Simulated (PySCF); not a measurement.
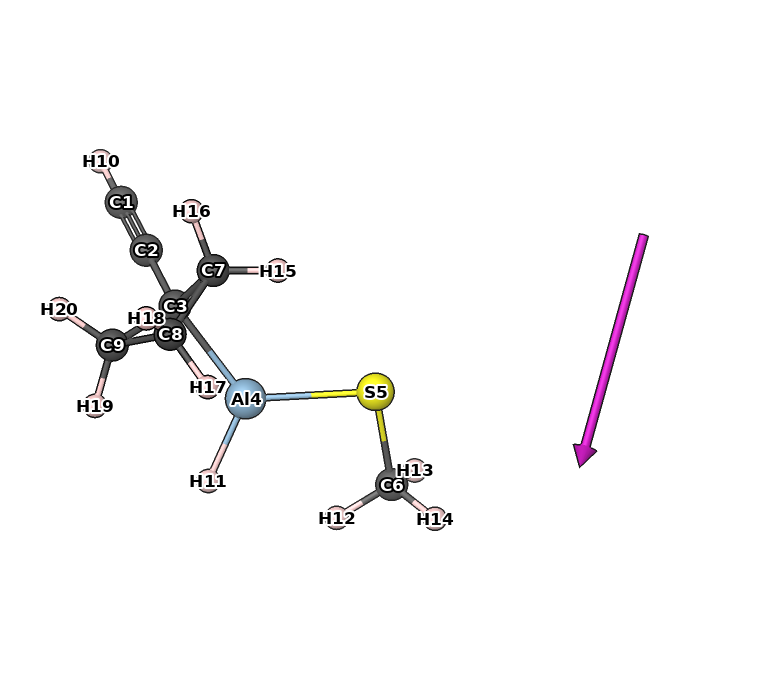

The arrow beside the molecule shows the direction of the dipole moment, from the negative to the positive end (its length means nothing). The geometry was computed by an optimisation with GFN2-xTB. No frequency run is at hand to confirm it as a minimum. Method: PBE0/pcSseg-1, gas phase (PySCF 2.14.0).

Question: How large is the dipole moment?

Answer: 1.52 D; it points from the side of H10 to the side of H11, H12 (the outermost atoms at the two ends).

The geometry is semi-empirical. Around Al such bond lengths and angles can be off by a tenth of an ångström or more and by several degrees, and values that hang on the shape move with them.
